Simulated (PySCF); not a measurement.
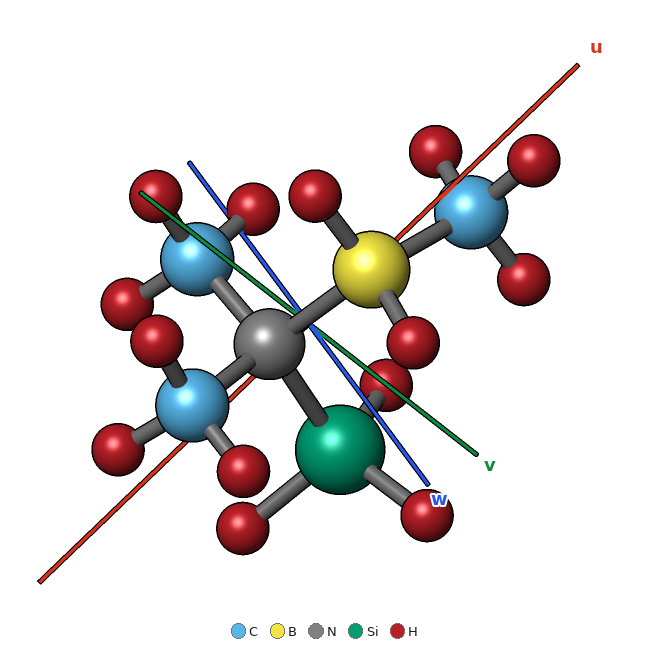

The lines u, v and w are the principal axes of the static dipole polarisability. Computed geometry: GFN2-xTB optimisation. No frequency run is at hand to confirm it as a minimum. Method: B3LYP/def2-SVPD (PySCF 2.14.0).

Question. Along which axis is the molecule most polarisable, and along which least?

Answer. Most along u, least along w.

Question. Give the three principal values.

Answer. u 93.2, v 88.3, w 83.3 bohr³; mean 88.3, anisotropy 8.6 bohr³.

The geometry is semi-empirical. Around B, Si such bond lengths and angles can be off by a tenth of an ångström or more and by several degrees, and values that hang on the shape move with them.
